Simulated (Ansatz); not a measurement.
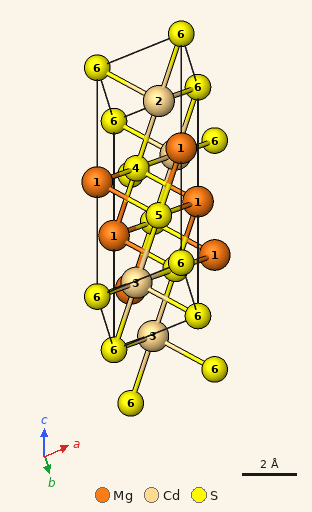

Solid MgCd₂S₃ (a generated structure, set up in P-3m1) (coarse preliminary run), before the relaxation. Style: ball-and-stick. Shown: the cell of the calculation, repeated 1 × 2 × 1 with one cell outlined, from a free direction.

These are results of Ansatz, DFT PBE, scalar-relativistic, plane waves, PAW, not measurements.

Input
```yaml
crystal:
  lattice:
    - [4.00054978, 0.0, 0.0]
    - [-2.00027489, 3.46457774, 0.0]
    - [0.0, 0.0, 9.79930566]
  atoms:
    - { symbol: Mg, position: [0.0, 0.0, 0.5] }
    - { symbol: Cd, position: [0.66666667, 0.33333333, 0.83333333] }
    - { symbol: Cd, position: [0.33333333, 0.66666667, 0.16666667] }
    - { symbol: S, position: [0.33333333, 0.66666667, 0.66666667] }
    - { symbol: S, position: [0.66666667, 0.33333333, 0.33333333] }
    - { symbol: S, position: [0.0, 0.0, 0.0] }
basis:
  ecutwfc: 420
kpoints:
  mp_grid: { grid: [6, 6, 2] }
hamiltonian:
  xc: pbe
scf:
  occupations: { method: gaussian, width: 0.1 }
  lower_state_search: "off"
output:
  forces: true
  stress: true
  eigenvalues: true
relax:
  adjacent_minimum: "off"
  f_tol: 0.04
  max_steps: 70
  cell: { stress_tol: 0.4 }
```

Command:
```bash
ansatz run input.yaml --threads 1 --pin off --max-ram 2560MiB --backend cpu --events-out ev --progress --plain --runs-dir out
```

Question: Where does the relaxation end?

Answer: After 2 accepted moves (3 points after the start) the energy has fallen by 0.463 eV per cell of the calculation. The largest force component goes from 0.42 to 0.033 eV/Å. Pressure: −6.95 GPa at the start and −0.32 GPa at the end. The SCF was repeated once at an unchanged geometry on a basis and grid sized afresh for the cell, which shifted the energy by 3.0 meV per cell of the calculation at most. The largest moves relative to the cell, 0.10 Å, are those of S4 and S5. S5 goes along +c. By element the largest moves are S 0.10 Å, Cd 0.05 Å. Mg stays in place. The volume changes by −12.0 %, with a = b 4.001 → 3.832 Å (−4.2 %), c 9.799 → 9.397 Å (−4.1 %). Near-neighbour distances that change, for instance: Mg1–S4 2.829 → 2.652 Å, Cd2–S4 2.829 → 2.744 Å. Bond angles that change, for instance: Mg1–S4–Cd2 180.0° → 177.2°, S4–Mg1–S4 90.0° → 92.5°, Mg1–S4–Mg1 90.0° → 92.5°. The space group stays P-3m1 (No. 164).

History of the run:

```csv
step,"E − E(0), meV/atom","largest force component, eV/Å","pressure, GPa","volume, Å³/atom",note
0,0.00,0.4162,-6.95,22.637,
1,-76.91,0.0299,1.10,19.541,
2,-77.72,0.0328,-0.32,19.912,
3,-77.21,0.0329,-0.32,19.912,"same geometry, new basis"
```

The structure at the end:

```
Mg Cd S
1.0
     3.83159    0.00000    0.00000
    -1.91580    3.31826    0.00000
     0.00000    0.00000    9.39666
Mg Cd S
1 2 3
Direct
  0.00000 0.00000 0.50000
  0.66667 0.33333 0.82832
  0.33333 0.66667 0.17168
  0.33333 0.66667 0.65558
  0.66667 0.33333 0.34442
  0.00000 0.00000 0.00000
```

The end point in the same view:

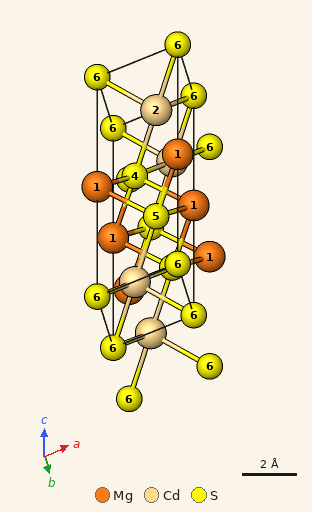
